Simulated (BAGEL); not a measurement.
**HF/cc-pVDZ (density fitting with qzvpp-jkfit) run of CH6ClNSi (SMILES CN[SiH2]Cl)**

Aim: the vertical singlet–triplet gap of CH6ClNSi at HF/cc-pVDZ (density fitting with qzvpp-jkfit), from 2 runs. 

Program for the calculation: BAGEL 1.2.2.

### Step 1. Starting point

CH6ClNSi has 10 atoms, charge 0, and is taken as a singlet. SMILES: `CN[SiH2]Cl`. The shape is that of a PBE0-D4/def2-TZVP optimisation. This is one conformer, not always the lowest.

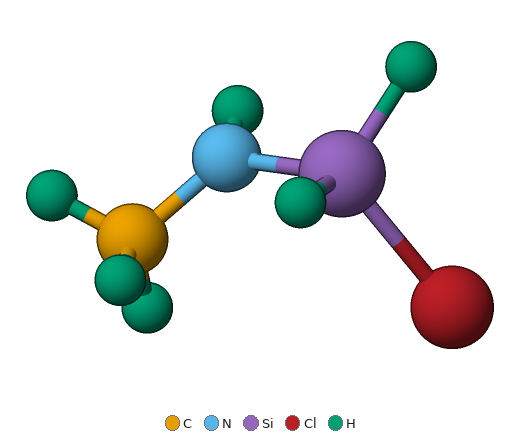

Viewed from a chosen angle; carbon amber, nitrogen blue, silicon purple, chlorine red, hydrogen teal.

### Step 2. The energy at HF/cc-pVDZ (density fitting with qzvpp-jkfit)

Contents of input.json:

```json
{ "bagel" : [

{
  "title" : "molecule",
  "basis" : "cc-pvdz.json",
  "df_basis" : "qzvpp-jkfit",
  "angstrom" : true,
  "geometry" : [
    { "atom" : "C", "xyz" : [   -0.242300,    1.264400,    0.564800 ] },
    { "atom" : "N", "xyz" : [   -0.436700,    0.246400,   -0.448800 ] },
    { "atom" : "Si", "xyz" : [    0.477700,   -1.180400,   -0.542000 ] },
    { "atom" : "Cl", "xyz" : [    0.138000,   -2.533300,    0.993900 ] },
    { "atom" : "H", "xyz" : [   -0.833400,    1.088300,    1.470800 ] },
    { "atom" : "H", "xyz" : [   -0.494100,    2.254000,    0.174500 ] },
    { "atom" : "H", "xyz" : [    0.810100,    1.289000,    0.857400 ] },
    { "atom" : "H", "xyz" : [   -1.369300,    0.230400,   -0.831400 ] },
    { "atom" : "H", "xyz" : [    0.120300,   -1.874000,   -1.798300 ] },
    { "atom" : "H", "xyz" : [    1.912700,   -0.835900,   -0.438000 ] }
  ]
},
{ "title" : "hf" },
{ "title" : "print", "file" : "orbitals.molden", "orbitals" : true }

]}
```

The basis set cc-pVDZ is read from a file made from the Basis Set Exchange's data (not shown).

Command:

```console
$ BAGEL_NUM_THREADS=1 BAGEL input.json > input.out
```

Log:

```text
* using 1 threads per process

  ===============================================================
  ===============================================================

  *** Geometry ***

  { "atom" : "C", "xyz" : [     -0.457881,      2.389370,      1.067317 ] },
  { "atom" : "N", "xyz" : [     -0.825243,      0.465629,     -0.848109 ] },
  { "atom" : "Si", "xyz" : [      0.902722,     -2.230633,     -1.024232 ] },
  { "atom" : "Cl", "xyz" : [      0.260782,     -4.787243,      1.878199 ] },
  { "atom" : "H", "xyz" : [     -1.574898,      2.056589,      2.779409 ] },
  { "atom" : "H", "xyz" : [     -0.933714,      4.259443,      0.329757 ] },
  { "atom" : "H", "xyz" : [      1.530867,      2.435857,      1.620251 ] },
  { "atom" : "H", "xyz" : [     -2.587602,      0.435393,     -1.571118 ] },
  { "atom" : "H", "xyz" : [      0.227334,     -3.541347,     -3.398294 ] },
  { "atom" : "H", "xyz" : [      3.614479,     -1.579622,     -0.827700 ] },

  Number of auxiliary basis functions:      516

  Since a DF basis is specified, we compute 2- and 3-index integrals:
    o Being stored without compression. Storage requirement is 0.036 GB

  Number of basis functions:       94
  Number of electrons      :       50

    * METHOD: MOLECULE                             0.28

  *** RHF ***

  === Nuclear Repulsion ===
   218.5267219920

      * DIIS with orbital gradients will be used.

  === RHF iteration (cc-pvdz.json) ===
      0       -844.14108163          0.01350781           0.08
      1       -844.27201229          0.00842977           0.07
      2       -844.31651494          0.00130060           0.07
      3       -844.31818199          0.00023461           0.07
      4       -844.31824640          0.00006808           0.07
      5       -844.31825087          0.00001685           0.06
      6       -844.31825129          0.00000636           0.07
      7       -844.31825135          0.00000136           0.07
      8       -844.31825136          0.00000036           0.07
      9       -844.31825136          0.00000010           0.07
     10       -844.31825136          0.00000003           0.08
     11       -844.31825136          0.00000001           0.07
     12       -844.31825136          0.00000000           0.06
    * SCF iteration converged.

    * Permanent dipole moment:
           (    0.280859,    -0.841151,     0.357477) a.u.

    * METHOD: HF                                   1.09

    * METHOD: PRINT                                0.01

  ===============================================================
```

Run time: 1.6 s. Hardware: 1 thread of Intel Xeon 6975P-C (Granite Rapids), shared host.

### Step 3. The triplet

Contents of job.json:

```json
{ "bagel": [

{
  "title": "molecule",
  "basis": "cc-pvdz.json",
  "df_basis": "qzvpp-jkfit",
  "angstrom": true,
  "geometry": [
    { "atom": "C", "xyz": [      -0.242300,       1.264400,       0.564800 ] },
    { "atom": "N", "xyz": [      -0.436700,       0.246400,      -0.448800 ] },
    { "atom": "Si", "xyz": [       0.477700,      -1.180400,      -0.542000 ] },
    { "atom": "Cl", "xyz": [       0.138000,      -2.533300,       0.993900 ] },
    { "atom": "H", "xyz": [      -0.833400,       1.088300,       1.470800 ] },
    { "atom": "H", "xyz": [      -0.494100,       2.254000,       0.174500 ] },
    { "atom": "H", "xyz": [       0.810100,       1.289000,       0.857400 ] },
    { "atom": "H", "xyz": [      -1.369300,       0.230400,      -0.831400 ] },
    { "atom": "H", "xyz": [       0.120300,      -1.874000,      -1.798300 ] },
    { "atom": "H", "xyz": [       1.912700,      -0.835900,      -0.438000 ] }
  ]
},

{
  "title": "uhf",
  "nopen": 2
},

{
  "title": "print",
  "file": "orbitals.molden",
  "orbitals": true
}

]}
```

The basis set cc-pVDZ is read from a file made from the Basis Set Exchange's data (not shown).

Command:

```console
$ BAGEL_NUM_THREADS=1 BAGEL job.json > job.out
```

Log:

```text
* using 1 threads per process

  ===============================================================
  ===============================================================

  *** Geometry ***

  { "atom" : "C", "xyz" : [     -0.457881,      2.389370,      1.067317 ] },
  { "atom" : "N", "xyz" : [     -0.825243,      0.465629,     -0.848109 ] },
  { "atom" : "Si", "xyz" : [      0.902722,     -2.230633,     -1.024232 ] },
  { "atom" : "Cl", "xyz" : [      0.260782,     -4.787243,      1.878199 ] },
  { "atom" : "H", "xyz" : [     -1.574898,      2.056589,      2.779409 ] },
  { "atom" : "H", "xyz" : [     -0.933714,      4.259443,      0.329757 ] },
  { "atom" : "H", "xyz" : [      1.530867,      2.435857,      1.620251 ] },
  { "atom" : "H", "xyz" : [     -2.587602,      0.435393,     -1.571118 ] },
  { "atom" : "H", "xyz" : [      0.227334,     -3.541347,     -3.398294 ] },
  { "atom" : "H", "xyz" : [      3.614479,     -1.579622,     -0.827700 ] },

  Number of auxiliary basis functions:      516

  Since a DF basis is specified, we compute 2- and 3-index integrals:
    o Being stored without compression. Storage requirement is 0.036 GB

  Number of basis functions:       94
  Number of electrons      :       50

    * METHOD: MOLECULE                             0.23

  *** Open-shell HF ***

  === Nuclear Repulsion ===
   218.5267219920

      * DIIS with orbital gradients will be used.

  === UHF iteration (cc-pvdz.json) ===
      0       -843.87691020          0.02224687           0.15
      1       -844.02111325          0.01433524           0.14
      2       -844.06165262          0.00742560           0.13
      3       -844.07689006          0.00238414           0.15
      4       -844.08275732          0.00087974           0.13
      5       -844.08365223          0.00043862           0.13
      6       -844.08423180          0.00032582           0.15
      7       -844.08460032          0.00025290           0.13
      8       -844.08496961          0.00013662           0.16
      9       -844.08510321          0.00009133           0.14
     10       -844.08515739          0.00005297           0.15
     11       -844.08518159          0.00003779           0.13
     12       -844.08518975          0.00002233           0.13
     13       -844.08519343          0.00001378           0.14
     14       -844.08519456          0.00000591           0.14
     15       -844.08519476          0.00000288           0.15
     16       -844.08519480          0.00000117           0.14
     17       -844.08519480          0.00000061           0.14
     18       -844.08519480          0.00000040           0.14
     19       -844.08519480          0.00000023           0.14
     20       -844.08519480          0.00000014           0.15
     21       -844.08519480          0.00000008           0.14
     22       -844.08519480          0.00000004           0.14
     23       -844.08519480          0.00000003           0.15
     24       -844.08519480          0.00000002           0.14
     25       -844.08519480          0.00000001           0.14
     26       -844.08519480          0.00000001           0.13
    * SCF iteration converged.

    * S^2 (UHF) is 2.0122

    * Permanent dipole moment:
           (   -0.791478,    -1.181655,    -0.230128) a.u.

    * METHOD: UHF                                  3.97

    * METHOD: PRINT                                0.01

  ===============================================================
```

Wall time 4.5 s (1 thread of Intel Xeon 6975P-C (Granite Rapids), shared host).

### Step 4. Outcome

Level: HF/cc-pVDZ (density fitting with qzvpp-jkfit).

| quantity | value |
| --- | --- |
| singlet: total energy | -844.31825 Eh |
| singlet: dipole moment | 2.43 D |
| singlet: HOMO energy | -10.61 eV |
| singlet: LUMO energy | 4.40 eV |
| singlet: HOMO–LUMO gap | 15.01 eV |
| triplet: total energy | -844.08519 Eh |
| triplet: dipole moment | 3.66 D |
| triplet: ⟨S²⟩ | 2.012 |
| vertical energy of the triplet above the singlet | 6.342 eV |

What this shows: At this shape the triplet lies 6.34 eV (612 kJ/mol) above the singlet.
